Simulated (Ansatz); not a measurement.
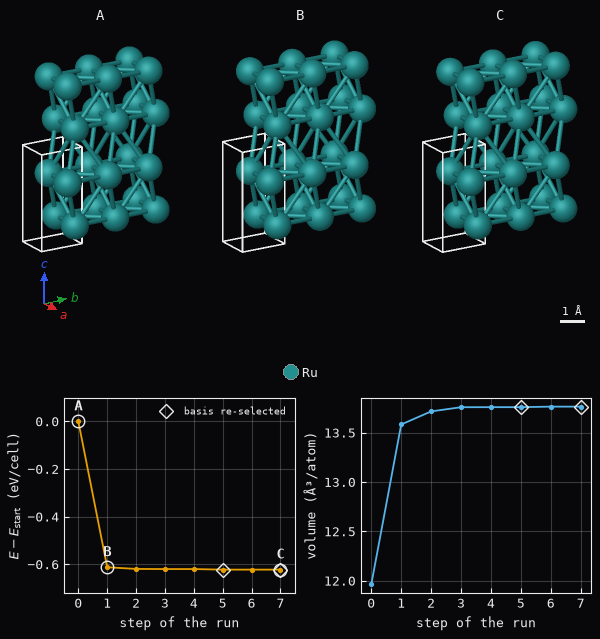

Frames of a relaxation of crystalline Ru (a generated structure, set up in P6_3/mmc), marked on the history of the run. The picture is a ball-and-stick view of the cell of the calculation, repeated 2 × 3 × 2 with one cell outlined, seen slightly off an axis.

Case: cell and atoms relaxed from a first guess.

Theory: Ansatz 0.2.0, DFT, PBE, PAW with Ansatz's default frozen-core files, scalar-relativistic.

The input:
```yaml
crystal:
  lattice:
    - [2.5740393725, 0.0, 0.0]
    - [-1.2870196862, 2.2291834869, 0.0]
    - [0.0, 0.0, 4.1699437834]
  atoms:
    - { symbol: Ru, position: [0.3333333333, 0.6666666667, 0.25] }
    - { symbol: Ru, position: [0.6666666667, 0.3333333333, 0.75] }
kpoints:
  mp_grid: { grid: [16, 16, 9] }
scf:
  occupations: { method: fermi_dirac, width: 0.05 }
hamiltonian:
  xc: pbe
  pseudopotentials: { kind: paw }
output:
  forces: true
  stress: true
relax:
  f_tol: 0.005
  max_steps: 80
  cell: {}
```

Command:
```bash
ansatz run input.yaml --threads 1 --pin off --max-ram 2048MiB --backend cpu --events-out ev --progress --plain --runs-dir out
```

Q: What happens along the run?

A: Over 5 accepted moves (7 points after the start) the energy falls by 0.622 eV per cell of the calculation. All forces vanish by symmetry, so only the cell relaxes. The pressure goes from 61.19 to 0.00 GPa. At 2 points the geometry stayed and the basis and grid were re-selected for the new cell (energy shift of 2.4 meV per cell of the calculation at most each time). No atom moves by more than 0.005 Å relative to the cell. The drawn cell changes as follows: a = b 2.574 → 2.723 Å (+5.8 %), c 4.170 → 4.288 Å (+2.8 %); the volume changes by +15.1 %. Near-neighbour distances that change, for instance: Ru1–Ru1 2.574 → 2.723 Å, Ru1–Ru2 2.560 → 2.659 Å. The space group stays P6_3/mmc (No. 194). The run took 26 s on 1 thread of Arm Neoverse V1, on a shared host, peak memory 0.35 GiB. From step 0 to 1: volume +13.5 %, energy −0.612 eV per cell of the calculation. From step 1 to 7: volume +1.3 %, energy −10.0 meV per cell of the calculation.
